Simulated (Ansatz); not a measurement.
# GeH2Cl (SMILES [Cl][GeH2]) at USVWN5/STO-3G

What is the vertical ionisation energy of GeH2Cl at USVWN5/STO-3G? 

The calculation is run with Ansatz 0.2.0.

57 further runs of the same task are left out: 6 that didn't finish, 51 set aside as unsound or not needed.

## (1) The structure to begin with

The species is GeH2Cl (4 atoms), meant as a doublet with charge 0. As SMILES, `[Cl][GeH2]`. The shape is that of a PBE0-D4/def2-TZVP optimisation.

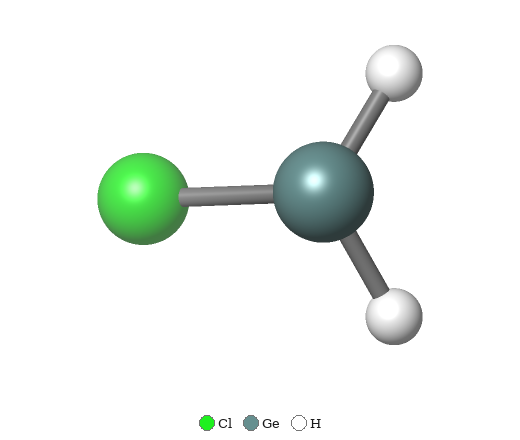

The structure, seen from a chosen angle (chlorine green, germanium teal, hydrogen white).

## (2) A single-point energy at USVWN5/STO-3G

job.yaml reads:

```yaml
crystal:
  periodic: [false, false, false]
  atoms:
    - {symbol: Cl, position_ang: [-1.562900, 0.305200, 0.993500]}
    - {symbol: Ge, position_ang: [0.106700, -0.451100, -0.141600]}
    - {symbol: H, position_ang: [0.072700, 0.259600, -1.514200]}
    - {symbol: H, position_ang: [1.383400, -0.113700, 0.662300]}
basis:
  gaussian:
    orbitals: STO-3G
hamiltonian:
  xc: {name: SVWN5}
accuracy: high
magnetization:
  spin_polarized: true
  initial_magnetization: 1
```

Command:

```bash
$ ansatz run job.yaml --threads 1 --pin off --max-ram 2610MiB --events-out events.jsonl --progress --plain --runs-dir runs
```

Log:

```text
Warning: RAYON_NUM_THREADS=1 ignored (pool sized by the plan → 1); use --threads N
Functional definition: SVWN5
  name "SVWN5"
  exchange = slater_x
  correlation = vwn5_c
426 factors; integrals over basis functions are off by at most 4.7e-9 eV
mean field evaluation 1: about -68018.4880 eV, gradient 1.7e2 eV
mean field evaluation 2: about -68060.3503 eV, gradient 8.8e1 eV
mean field evaluation 4: about -68145.3889 eV, gradient 2.1e1 eV
mean field evaluation 8: about -68151.0431 eV, gradient 2.4e-1 eV
mean field evaluation 16: about -68151.0222 eV, gradient 1.6e-5 eV
mean field -68151.02224656 eV, -2504.5038731389 hartree, gradient 7.8e-8 eV, S^2 0.750640; 0 other end points of the search recorded, 0 dependent functions left out
reference -68151.02224822 eV, -2504.5038732001 hartree; 26, 25 occupied and 3, 4 virtual orbitals, 426 factors
Total energy: -68151.02224822 eV, -2504.5038732001 hartree
```

It took 1.4 s on 1 thread of Arm Neoverse V1, shared host; peak memory 0.11 GiB.

## (3) The singlet cation at the same level

run.yaml reads:

```yaml
crystal:
  periodic: [false, false, false]
  atoms:
    - {symbol: Cl, position_ang: [-1.562900, 0.305200, 0.993500]}
    - {symbol: Ge, position_ang: [0.106700, -0.451100, -0.141600]}
    - {symbol: H, position_ang: [0.072700, 0.259600, -1.514200]}
    - {symbol: H, position_ang: [1.383400, -0.113700, 0.662300]}
basis:
  gaussian:
    orbitals: STO-3G
total_charge: 1
hamiltonian:
  xc: {name: SVWN5}
accuracy: high
```

Command:

```bash
$ ansatz run run.yaml --threads 1 --pin off --max-ram 2610MiB --events-out events.jsonl --progress --plain --runs-dir runs
```

Log:

```text
Warning: RAYON_NUM_THREADS=1 ignored (pool sized by the plan → 1); use --threads N
Functional definition: SVWN5
  name "SVWN5"
  exchange = slater_x
  correlation = vwn5_c
425 factors; integrals over basis functions are off by at most 4.7e-9 eV
mean field evaluation 1: about -67954.8995 eV, gradient 2.5e2 eV
mean field evaluation 2: about -67965.1533 eV, gradient 1.1e2 eV
mean field evaluation 4: about -68135.5270 eV, gradient 3.4e1 eV
mean field evaluation 8: about -68137.6481 eV, gradient 3.6e1 eV
mean field evaluation 16: about -68143.9051 eV, gradient 5.0e-2 eV
mean field -68143.90510074 eV, -2504.2423228545 hartree, gradient 2.4e-8 eV, S^2 0.000000; 0 other end points of the search recorded, 0 dependent functions left out
reference -68143.90510243 eV, -2504.2423229165 hartree; 25, 25 occupied and 4, 4 virtual orbitals, 425 factors
Total energy: -68143.90510243 eV, -2504.2423229165 hartree
```

Run time: 1.1 s. Hardware: 1 thread of Arm Neoverse V1, shared host; peak memory 0.092 GiB.

## (4) Summary of results

Level: USVWN5/STO-3G.

```
                                          quantity           value
                      doublet GeH2Cl: total energy  -2504.50387 Eh
                              doublet GeH2Cl: ⟨S²⟩           0.751
                      singlet cation: total energy  -2504.24232 Eh
vertical ionisation energy (to the singlet cation)        7.117 eV
```

In words: Removing an electron at fixed nuclei costs 7.12 eV (687 kJ/mol). Only the singlet of the ionised species was computed; a triplet could lie lower. In a minimal basis such a difference can be off by several eV, whatever the method.
